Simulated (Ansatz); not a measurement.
# Be3N2, response to strain

Take Be3N2 (space group R3m, No. 160; a cell from a computed database, its experimental status unchecked) as the base.

```
Be3N2
1.0
    1.41753     0.81841     4.85241
   -1.41753     0.81841     4.85241
    0.00000    -1.63683     4.85241
Be N
3 2
Direct
  0.14108   0.14108   0.14108
  0.68236   0.68236   0.68236
  0.91111   0.91111   0.91111
  0.79582   0.79582   0.79582
  0.29154   0.29154   0.29154
```

Cartesian axes are those of the cell as printed.

Strains are applied to the cell and any free atomic positions relax; under biaxial strain the out-of-plane vector relaxes too.

Method: Ansatz (a first-principles code), PBEsol, PAW, cutoff 420 eV, without spin-orbit coupling.

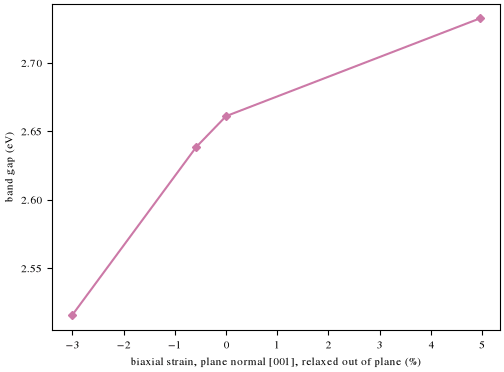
Band gap against biaxial strain, plane normal [001], relaxed out of plane

```json
[
 {"biaxial strain, plane normal [001], relaxed out of plane (%)": "-3.01", "band gap": "2.52 eV"},
 {"biaxial strain, plane normal [001], relaxed out of plane (%)": "-0.58", "band gap": "2.64 eV"},
 {"biaxial strain, plane normal [001], relaxed out of plane (%)": "4.96", "band gap": "2.73 eV"}
]
```

No phonon test of stability was made.
